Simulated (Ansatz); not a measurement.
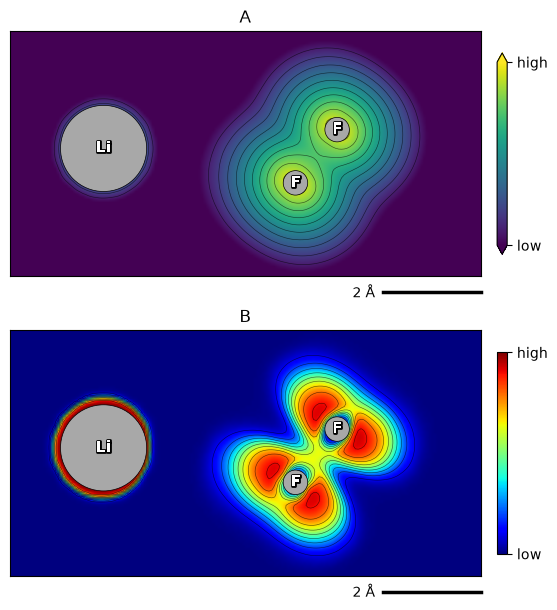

Li···F₂ (SMILES [Li+].FF) (charge +1): 2 fields on the molecular plane, with unlabelled colour scales. Grey discs cover the atomic cores.

Geometry: rigid move from PBE0-D4/def2-TZVP.

Computed with RKS PBE0-D4/def2-TZVPPD in Ansatz 0.2.0.

The calculation's input:

```
crystal:
  periodic: [false, false, false]
  atoms:
    - {symbol: Li, position_ang: [0.082120, -0.078030, -1.553294]}
    - {symbol: F, position_ang: [-0.529743, 0.503425, 2.337108]}
    - {symbol: F, position_ang: [0.235615, -0.224131, 3.226284]}
basis:
  gaussian: {orbitals: "def2-TZVPPD.json"}
total_charge: 1
hamiltonian: {xc: pbe0, dispersion: d4}
output: {orbitals: {seedname: orbitals}}
```

Command:

```sh
ansatz run in.yaml --threads 2 --pin off --events-out ev --progress --plain --max-ram 5222MiB
```

Match the panels to the quantities (electron density and electron localisation function).

Panel A: electron density. Panel B: electron localisation function. From the grid: Li1···F2 (3.98 Å): the density falls to about 0.0006 e/Å³ on the way; the ELF dips to about 0 between them: a weak contact between the two molecules. F–F (1.38 Å): ρ at the midpoint is about 2.1 e/Å³; the ELF peaks at about 0.65 between the atoms.
